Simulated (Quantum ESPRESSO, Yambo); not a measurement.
# Bi2S2O (P4/nmm): Bethe-Salpeter spectra with Yambo, part 2 of 3

Wanted: excitons and ε₂ of Bi2S2O (P4/nmm), with cost.

Quantum ESPRESSO 7.5 and Yambo 5.3.0; PBEsol and many-body steps on it, plane waves. Known limits of the many-body steps: not at the basis limit; no spin-orbit coupling; coarse k mesh; bindings not settled in the k mesh.

So far. Step 4 (Screening and self-energy, 4×4×1 mesh, 295 bands …): The gap on the mesh goes from 0.94 eV to 1.31 eV, a correction of +0.36 eV. Step 5 (Excitons): The lowest state lies at 1.185 eV, 0.124 eV under the direct gap.

## 6. Levels from G0W0

This step: Bethe-Salpeter equation on PBEsol with G0W0 levels, plane waves, norm-conserving pseudopotentials.

The input, bse4.in:

```
optics
bss
bse
em1s
dipoles
rim_cut
RandQpts= 1000000
RandGvec= 1 RL
Chimod= "HARTREE"
BSKmod= "SEX"
BSEmod= "resonant"
BSSmod= "d"
BSENGexx= 30 Ry
BSENGBlk= 6 Ry
% BSEQptR
 1 | 1 |
%
% BSEBands
 55 | 70 |
%
% BEnRange
 0 | 5 | eV
%
% BDmRange
 0.1 | 0.1 | eV
%
BEnSteps= 101
% BLongDir
 1 | 0 | 0 |
%
% BndsRnXs
 1 | 171 |
%
NGsBlkXs= 6 Ry
% LongDrXs
 1 | 1 | 1 |
%
KfnQPdb= "E < ./gw1/ndb.QP"
WRbsWF
```

On the command line:

```
> OMP_NUM_THREADS=1 mpirun -n 4 yambo -F bse4.in -J bse4,bse3_W -C bse4 > bse4.log
```

The log of the run:

```text
 Yambo, version 5.3.0

 [02] CORE Variables Setup
 =========================

  [... cell, symmetries and grids as in the set-up ...]

  [02.05] Energies & Occupations
  ==============================

  [X] === General ===
  [X] Electronic Temperature                        :  0.000000  0.000000 [eV K]
  [X] Bosonic    Temperature                        :  0.000000  0.000000 [eV K]
  [X] Finite Temperature mode                       : no
  [X] El. density                                   :  0.58267E+24 [cm-3]
  [X] Fermi Level                                   :  9.596521 [eV]

  [X] === Gaps and Widths ===
  [X] Conduction Band Min                           :  0.944472 [eV]
  [X] Valence Band Max                              :  0.000000 [eV]
  [X] Filled Bands                                  :   64
  [X] Empty Bands                                   :   65  295
  [X] Direct Gap                                    :  0.944472 [eV]
  [X] Direct Gap localized at k                     :  3
  [X] Indirect Gap                                  :  0.944472 [eV]
  [X] Indirect Gap between kpts                     :  3  3
  [X] Last valence band width                       :  1.169684 [eV]
  [X] 1st conduction band width                     :  1.913087 [eV]

 [03] Transferred momenta grid and indexing
 ==========================================

 IBZ Q-points                                      :   6
 BZ  Q-points                                      :  16

 K/Q-points units:
 rlu = crystal or reduced units; cc = cartesian coordinates; iku = interal k-units

 Q [1]          [rlu]:  0.000000  0.000000  0.000000
 Q [2]          [rlu]:  0.000000  0.250000  0.000000
 Q [3]          [rlu]:  0.000000 -0.500000  0.000000
 Q [4]          [rlu]:  0.250000  0.250000  0.000000
[...]
[K+QP] Direct Gap                                 :  1.308324 [eV]
  [K+QP] Direct Gap localized at k                  :  3
  [K+QP] Indirect Gap                               :  1.308324 [eV]
  [K+QP] Indirect Gap between kpts                  :  3  3
  [K+QP] Last valence band width                    :  1.546248 [eV]
  [K+QP] 1st conduction band width                  :  2.023957 [eV]

  [coarse-grid] Minimum Bare Gap        [ev]:  0.944472
  [coarse-grid] Minimum Gap Correction  [ev]:  0.363852

  Eqp @ K [1]
  -153.1701 -153.1700 -152.8627 -152.8627  -91.2217  -91.2217  -91.2217  -91.2217
  -91.15798 -91.15797 -90.90270 -90.90248 -90.88419 -90.88419 -90.88407 -90.88407
  -22.55267 -22.55183 -22.51646 -22.51343 -22.51314 -22.51277 -22.45084 -22.45084
[...]
[... 4 further rows ...]
[...]
Eqp @ K [2]
[...]
[... 4 further rows ...]
[...]
Eqp @ K [3]
[...]
[... 4 further rows ...]
[...]
Eqp @ K [4]
[...]
[... 4 further rows ...]
[...]
Eqp @ K [5]
[...]
[... 4 further rows ...]
[...]
Eqp @ K [6]
[...]
[... 4 further rows ...]
   16.97118  16.97118  18.09398  18.09398  18.14230  18.14230  19.56659  19.56659
   19.66894  19.66894  19.81592  19.81592  19.91822  19.91822  20.28170  20.28170

 [06] Dipoles
 ============

  [06.01] Setup: observables and procedures
  =========================================

  [WARNING] [r,Vnl^pseudo] included in position and velocity dipoles.

  [WARNING] In case H contains other non local terms, these are neglected

 [07] Static Dielectric Matrix
 =============================

    [08.01.05.02] Main kernel loop
    ==============================

    [08.01.05.03] Wave-Function Phases
    ==================================

    [BSE] WF phases found       :  61.71875 [o/o]

   [08.01.06] BSE solver(s) @q1
   ============================

   [08.01.07] Diago Solver @q1
   ===========================

 [11] Game Over & Game summary
```

The job ended after 25 s (4 MPI ranks of Arm Neoverse V2, shared host; peak memory 1.4 GiB).

This step gave:

- transitions in the window: 960
- direct gap of the transition levels: 1.308 eV
- lowest state: 1.186 eV
- first strong exciton (over a fiftieth of the strongest listed): 1.196 eV
- binding of the lowest state below the direct gap: 0.1219 eV
- Coulomb term of one mesh cell: 0.1253 eV

The binding is 0.97 times the screened Coulomb term of one mesh cell (0.13 eV), so it is not shown settled.

The lowest state lies at 1.186 eV, 0.122 eV under the direct gap.

## 7. Triplet (no exchange term)

This step: Bethe-Salpeter equation on PBEsol with a scissors shift, plane waves, norm-conserving pseudopotentials.

bse5.in, as its differences from bse4.in of step 6:

```diff
@@ -12,3 +12,3 @@
 BSSmod= "d"
-BSENGexx= 30 Ry
+BSENGexx= 1 RL
 BSENGBlk= 6 Ry
@@ -37,3 +37,5 @@
 %
-KfnQPdb= "E < ./gw1/ndb.QP"
+% KfnQP_E
+ 0.364 | 1.0 | 1.0 |
+%
 WRbsWF
```

On the command line:

```
> OMP_NUM_THREADS=1 mpirun -n 4 yambo -F bse5.in -J bse5,bse3_W -C bse5 > bse5.log
```

The log of the run:

```text
 Yambo, version 5.3.0

 [02] CORE Variables Setup
 =========================

  [... cell, symmetries and grids as in the set-up ...]

  [02.05] Energies & Occupations
  ==============================

  [X] === General ===
  [X] Electronic Temperature                        :  0.000000  0.000000 [eV K]
  [X] Bosonic    Temperature                        :  0.000000  0.000000 [eV K]
  [X] Finite Temperature mode                       : no
  [X] El. density                                   :  0.58267E+24 [cm-3]
  [X] Fermi Level                                   :  9.596521 [eV]

  [X] === Gaps and Widths ===
  [X] Conduction Band Min                           :  0.944472 [eV]
  [X] Valence Band Max                              :  0.000000 [eV]
  [X] Filled Bands                                  :   64
  [X] Empty Bands                                   :   65  295
  [X] Direct Gap                                    :  0.944472 [eV]
  [X] Direct Gap localized at k                     :  3
  [X] Indirect Gap                                  :  0.944472 [eV]
  [X] Indirect Gap between kpts                     :  3  3
  [X] Last valence band width                       :  1.169684 [eV]
  [X] 1st conduction band width                     :  1.913087 [eV]

 [03] Transferred momenta grid and indexing
 ==========================================

 IBZ Q-points                                      :   6
 BZ  Q-points                                      :  16

 K/Q-points units:
 rlu = crystal or reduced units; cc = cartesian coordinates; iku = interal k-units

 Q [1]          [rlu]:  0.000000  0.000000  0.000000
 Q [2]          [rlu]:  0.000000  0.250000  0.000000
 Q [3]          [rlu]:  0.000000 -0.500000  0.000000
 Q [4]          [rlu]:  0.250000  0.250000  0.000000
[...]
[K+QP] Direct Gap                                 :  1.308472 [eV]
  [K+QP] Direct Gap localized at k                  :  3
  [K+QP] Indirect Gap                               :  1.308472 [eV]
  [K+QP] Indirect Gap between kpts                  :  3  3
  [K+QP] Last valence band width                    :  1.169684 [eV]
  [K+QP] 1st conduction band width                  :  1.913087 [eV]

  [coarse-grid] Minimum Bare Gap        [ev]:  0.944472
  [coarse-grid] Minimum Gap Correction  [ev]:  0.364000

  Eqp @ K [1]
  -153.3805 -153.3804 -153.0732 -153.0731  -91.4322  -91.4322  -91.4322  -91.4322
  -91.36842 -91.36842 -91.11314 -91.11293 -91.09464 -91.09464 -91.09452 -91.09452
  -22.76312 -22.76227 -22.72691 -22.72387 -22.72359 -22.72322 -22.66128 -22.66128
[...]
[... 4 further rows ...]
[...]
Eqp @ K [2]
[...]
[... 4 further rows ...]
[...]
Eqp @ K [3]
[...]
[... 4 further rows ...]
[...]
Eqp @ K [4]
[...]
[... 4 further rows ...]
[...]
Eqp @ K [5]
[...]
[... 4 further rows ...]
[...]
Eqp @ K [6]
[...]
[... 4 further rows ...]
   16.75709  16.75709  17.87989  17.87989  17.92820  17.92820  19.35249  19.35249
   19.45485  19.45485  19.60183  19.60183  19.70413  19.70413  20.06761  20.06761

 [06] Dipoles
 ============

  [06.01] Setup: observables and procedures
  =========================================

  [WARNING] [r,Vnl^pseudo] included in position and velocity dipoles.

  [WARNING] In case H contains other non local terms, these are neglected

 [07] Static Dielectric Matrix
 =============================

    [08.01.05.02] Main kernel loop
    ==============================

    [08.01.05.03] Wave-Function Phases
    ==================================

    [BSE] WF phases found       :  61.71875 [o/o]

   [08.01.06] BSE solver(s) @q1
   ============================

   [08.01.07] Diago Solver @q1
   ===========================

 [11] Game Over & Game summary
```

The job ended after 26 s (4 MPI ranks; peak memory 1.4 GiB; 1.8 min of CPU time).

The lowest triplet lies at 1.136 eV; without spin-orbit coupling triplets are dark, so no spectrum is read.

## 8. Field along z

The input, bse6.in:

```
optics
bss
bse
em1s
dipoles
rim_cut
RandQpts= 1000000
RandGvec= 1 RL
Chimod= "HARTREE"
BSKmod= "SEX"
BSEmod= "resonant"
BSSmod= "h"
BSENGexx= 30 Ry
BSENGBlk= 6 Ry
% BSEQptR
 1 | 1 |
%
% BSEBands
 49 | 76 |
%
% BEnRange
 0 | 6 | eV
%
% BDmRange
 0.1 | 0.1 | eV
%
BEnSteps= 121
% BLongDir
 0 | 0 | 1 |
%
% BndsRnXs
 1 | 171 |
%
NGsBlkXs= 6 Ry
% LongDrXs
 1 | 1 | 1 |
%
% KfnQP_E
 0.364 | 1.0 | 1.0 |
%
BSHayTrs= -0.02
```

On the command line:

```
> OMP_NUM_THREADS=1 mpirun -n 4 yambo -F bse6.in -J bse6,bse3_W -C bse6 > bse6.log
```

The log of the run:

```text
 Yambo, version 5.3.0

 [02] CORE Variables Setup
 =========================

  [... cell, symmetries and grids as in the set-up ...]

  [02.05] Energies & Occupations
  ==============================

  [X] === General ===
  [X] Electronic Temperature                        :  0.000000  0.000000 [eV K]
  [X] Bosonic    Temperature                        :  0.000000  0.000000 [eV K]
  [X] Finite Temperature mode                       : no
  [X] El. density                                   :  0.58267E+24 [cm-3]
[...]
============================

   [08.01.07] Haydock Solver in the optics basis @q1 using the hermitian scheme
   ============================================================================

   Accuracy (requested)      : -0.020000 [o/o]

   [WARNING] [EPS_extend] Possible inaccuracy in the EPS prolungation

   [WARNING] [EPS_extend] Possible inaccuracy in the EPS prolungation

   [WARNING] [EPS_extend] Possible inaccuracy in the EPS prolungation

[...]
[WARNING] [EPS_extend] Possible inaccuracy in the EPS prolungation

   [WARNING] [EPS_extend] Possible inaccuracy in the EPS prolungation
   Iterations                :  141

 [11] Game Over & Game summary
```

It took 3.7 min on 4 MPI ranks; peak memory 1.9 GiB.

Numbers from this step:

| Property | Result |
| --- | --- |
| transitions in the window | 3072 |
| direct gap of the transition levels | 1.308 eV |

The ε₂ has structure finer than the step of the table below, so its rows give means over 0.25 eV, whole bins alone (the curve runs from 0 to 6 eV). Peaks (eV: height): BSE 1.750: 5.96, 3.700: 30.9, 4.550: 18.6, 5.400: 14.8; no electron-hole interaction 1.800: 8.78, 2.500: 6.97, 3.850: 29.2, 4.650: 18.4, 5.500: 18.1.

Field along z; broadening 0.1 eV; transition window only. Limits: finite bands, cutoff and mesh; no spin-orbit coupling; coarse k mesh; exciton not shown settled in the k mesh. The ε₂ by photon energy; means over each step:

```
photon energy (eV)    BSE  no electron-hole interaction
              0.25  0.141                         0.137
              0.50  0.177                         0.169
              0.75  0.237                         0.221
              1.00  0.378                         0.317
              1.25   1.07                         0.573
              1.50   1.95                          1.47
              1.75   4.46                          6.31
              2.00   1.50                          2.56
              2.25   1.99                          2.04
              2.50   4.06                          5.93
              2.75   4.72                          4.72
              3.00   8.78                          5.42
              3.25   9.17                          6.28
              3.50   13.6                          7.83
              3.75   24.6                          19.0
              4.00   14.2                          15.7
              4.25   12.6                          12.0
              4.50   16.3                          13.2
              4.75   12.3                          15.7
              5.00   9.33                          12.8
              5.25   9.84                          10.5
              5.50   11.7                          15.8
              5.75   5.80                          10.1
```

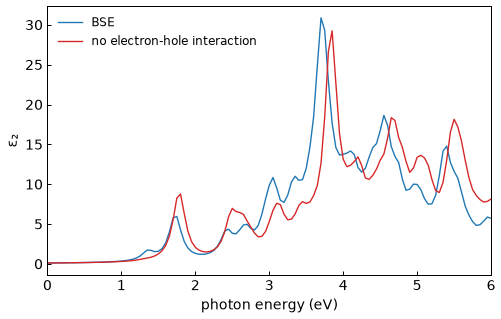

ε₂ against photon energy.

## 9. Beyond Tamm-Dancoff

The input, bse7.in:

```
optics
bss
bse
em1s
dipoles
rim_cut
RandQpts= 1000000
RandGvec= 1 RL
Chimod= "HARTREE"
BSKmod= "SEX"
BSEmod= "coupling"
BSSmod= "d"
BSENGexx= 30 Ry
BSENGBlk= 6 Ry
% BSEQptR
 1 | 1 |
%
% BSEBands
 55 | 70 |
%
% BEnRange
 0 | 5 | eV
%
% BDmRange
 0.1 | 0.1 | eV
%
BEnSteps= 101
% BLongDir
 1 | 0 | 0 |
%
% BndsRnXs
 1 | 171 |
%
NGsBlkXs= 6 Ry
% LongDrXs
 1 | 1 | 1 |
%
% KfnQP_E
 0.364 | 1.0 | 1.0 |
%
WRbsWF
```

On the command line:

```
> OMP_NUM_THREADS=1 mpirun -n 4 yambo -F bse7.in -J bse7,bse3_W -C bse7 > bse7.log
```

The log of the run:

```text
 Yambo, version 5.3.0

 [02] CORE Variables Setup
 =========================

  [... cell, symmetries and grids as in the set-up ...]

  [02.05] Energies & Occupations
  ==============================

  [X] === General ===
  [X] Electronic Temperature                        :  0.000000  0.000000 [eV K]
  [X] Bosonic    Temperature                        :  0.000000  0.000000 [eV K]
  [X] Finite Temperature mode                       : no
  [X] El. density                                   :  0.58267E+24 [cm-3]
[...]
=========================================

  [WARNING] [r,Vnl^pseudo] included in position and velocity dipoles.

  [WARNING] In case H contains other non local terms, these are neglected

 [07] Static Dielectric Matrix
 =============================

    [08.01.05.02] Main kernel loop
    ==============================

    [08.01.05.03] Wave-Function Phases
    ==================================

    [BSE] WF phases found       :  61.71875 [o/o]

   [08.01.06] BSE solver(s) @q1
   ============================

   [08.01.07] Diago Solver @q1
   ===========================

   [WARNING] Parallel non-herm diag not yet implemented. Switching to LK

 [11] Game Over & Game summary
```

Elapsed: 64 s, on 4 MPI ranks; peak memory 2 GiB.

This step gave:

* transitions in the window: 960
* direct gap of the transition levels: 1.308 eV
* lowest state: 1.183 eV
* first strong exciton (over a fiftieth of the strongest listed): 1.193 eV
* binding of the lowest state below the direct gap: 0.1250 eV
* Coulomb term of one mesh cell: 0.1253 eV

The binding is 1.00 times the screened Coulomb term of one mesh cell (0.13 eV), so it is not shown settled.

The lowest state lies at 1.183 eV, 0.125 eV under the direct gap.

## 10. Finite momentum (q 2)

The input, bse8.in:

```
optics
bss
bse
em1s
dipoles
rim_cut
RandQpts= 1000000
RandGvec= 1 RL
Chimod= "HARTREE"
BSKmod= "SEX"
BSEmod= "resonant"
BSSmod= "d"
BSENGexx= 30 Ry
BSENGBlk= 6 Ry
% BSEQptR
 2 | 2 |
%
% BSEBands
 55 | 70 |
%
% BEnRange
 0 | 4 | eV
%
% BDmRange
 0.1 | 0.1 | eV
%
BEnSteps= 81
% BLongDir
 1 | 0 | 0 |
%
% BndsRnXs
 1 | 171 |
%
NGsBlkXs= 6 Ry
% LongDrXs
 1 | 1 | 1 |
%
% KfnQP_E
 0.364 | 1.0 | 1.0 |
%
WRbsWF
```

On the command line:

```
> OMP_NUM_THREADS=1 mpirun -n 4 yambo -F bse8.in -J bse8,bse3_W -C bse8 > bse8.log
```

The log of the run:

```text
 Yambo, version 5.3.0

 [02] CORE Variables Setup
 =========================

  [... cell, symmetries and grids as in the set-up ...]

  [02.05] Energies & Occupations
  ==============================

  [X] === General ===
  [X] Electronic Temperature                        :  0.000000  0.000000 [eV K]
  [X] Bosonic    Temperature                        :  0.000000  0.000000 [eV K]
  [X] Finite Temperature mode                       : no
  [X] El. density                                   :  0.58267E+24 [cm-3]
[...]
[06] Dipoles
 ============

  [06.01] Setup: observables and procedures
  =========================================

  [WARNING] [r,Vnl^pseudo] included in position and velocity dipoles.

  [WARNING] In case H contains other non local terms, these are neglected

 [07] Static Dielectric Matrix
 =============================

    [08.01.05.02] Main kernel loop
    ==============================

    [08.01.05.03] Wave-Function Phases
    ==================================

    [BSE] WF phases found       :  61.71875 [o/o]

   [08.01.06] BSE solver(s) @q2
   ============================

   [08.01.07] Diago Solver @q2
   ===========================

 [11] Game Over & Game summary
```

Elapsed: 32 s, on 4 MPI ranks; peak memory 1.5 GiB.

Numbers from this step:

| Quantity | Value |
| --- | --- |
| transitions in the window | 960 |
| lowest state | 1.852 eV |
| first strong exciton (over a fiftieth of the strongest listed) | 1.852 eV |

The lowest state lies at 1.852 eV.

The ε₂ has structure finer than the step of the table below, so its rows give means over 0.25 eV, whole bins alone (the curve runs from 0 to 4 eV). Peaks (eV: height): BSE 3.000: 6.03, 3.750: 9.52; no electron-hole interaction 3.050: 8.20, 3.500: 6.96, 3.850: 10.6.

Longitudinal response along q; broadening 0.1 eV; transition window only; momentum transfer q number 2. Limits: finite bands, cutoff and mesh; no spin-orbit coupling; coarse k mesh; exciton not shown settled in the k mesh. ε₂ against photon energy; means over each step:

```
photon energy (eV)     BSE  no electron-hole interaction
              0.25  0.0615                        0.0651
              0.50  0.0730                        0.0767
              0.75  0.0890                        0.0925
              1.00   0.113                         0.115
              1.25   0.154                         0.151
              1.50   0.250                         0.220
              1.75   0.729                         0.467
              2.00    1.53                          1.36
              2.25    1.20                          1.29
              2.50    2.05                          1.67
              2.75    3.73                          3.60
              3.00    5.38                          7.12
              3.25    4.92                          5.36
              3.50    5.35                          6.19
              3.75    8.38                          8.32
```

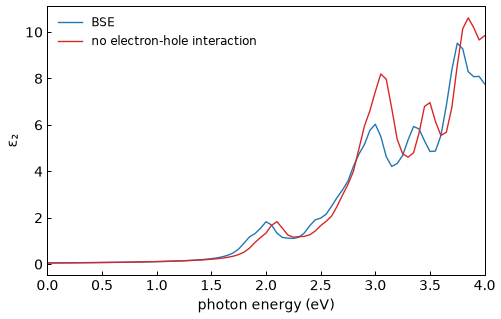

ε₂, plotted against photon energy.

## 11. Finite momentum (q 3)

bse9.in, as its differences from bse8.in of step 10:

```diff
@@ -15,3 +15,3 @@
 % BSEQptR
- 2 | 2 |
+ 3 | 3 |
 %
```

On the command line:

```
> OMP_NUM_THREADS=1 mpirun -n 4 yambo -F bse9.in -J bse9,bse3_W -C bse9 > bse9.log
```

The log of the run:

```text
 Yambo, version 5.3.0

 [02] CORE Variables Setup
 =========================

  [... cell, symmetries and grids as in the set-up ...]

  [02.05] Energies & Occupations
  ==============================

  [X] === General ===
  [X] Electronic Temperature                        :  0.000000  0.000000 [eV K]
  [X] Bosonic    Temperature                        :  0.000000  0.000000 [eV K]
  [X] Finite Temperature mode                       : no
  [X] El. density                                   :  0.58267E+24 [cm-3]
[...]
[06] Dipoles
 ============

  [06.01] Setup: observables and procedures
  =========================================

  [WARNING] [r,Vnl^pseudo] included in position and velocity dipoles.

  [WARNING] In case H contains other non local terms, these are neglected

 [07] Static Dielectric Matrix
 =============================

    [08.01.05.02] Main kernel loop
    ==============================

    [08.01.05.03] Wave-Function Phases
    ==================================

    [BSE] WF phases found       :  61.71875 [o/o]

   [08.01.06] BSE solver(s) @q3
   ============================

   [08.01.07] Diago Solver @q3
   ===========================

 [11] Game Over & Game summary
```

Wall time 31 s (4 MPI ranks); peak memory 1.5 GiB.

Numbers from this step:

```yaml
transitions_in_the_window: 960
lowest_state: 1.685 eV
first_strong_exciton_over_a_fiftieth_of_the_strongest_listed: 1.989 eV
```

The lowest state lies at 1.685 eV.

(Part 2 of 3 ends here.)

[Paths, hosts, dates, memory and timing lines, banners, echoed tables and standing remarks are left out of the program output.]

[Logs are printed without paths, hosts, clocks, repeated set-up lines and the standing remarks that a program may print on its own settings, such as how far it seeks lower states.]

[Runs of the session that timed out or met a known fault of the program may be left out.]

[Hosts, paths, dates, database ids (printed as entryN), source tags and the programs' standing remarks are cut or masked in the printed files.]
